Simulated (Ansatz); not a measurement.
**Cu3Si, pressure series**

The parent structure is Cu$_{3}$Si (space group P6_3/mmc, No. 194; a = 5.114 Å, c = 4.080 Å; a cell from a computed database, its experimental status unchecked).

Cell and atoms are relaxed at each pressure.

Computed with PBEsol (Ansatz, a first-principles code, PAW, scalar-relativistic without spin-orbit coupling).

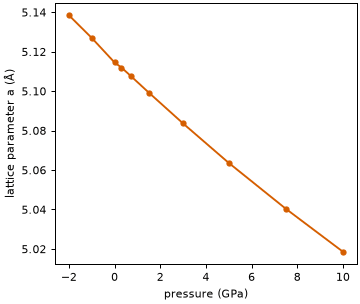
Figure. Lattice parameter a against pressure

| pressure (GPa) | lattice parameter a |
|---|---|
| -2 | 5.138 Å |
| -1 | 5.127 Å |
| 0.3 | 5.112 Å |
| 0.7 | 5.108 Å |
| 1.5 | 5.099 Å |
| 3 | 5.084 Å |
| 5 | 5.064 Å |
| 7.5 | 5.040 Å |
| 10 | 5.019 Å |

Load acts through the strain it causes; cell and atoms are relaxed under it. No phonon test of stability was made. No other phases were tried under pressure. The final runs are not spin-polarised.
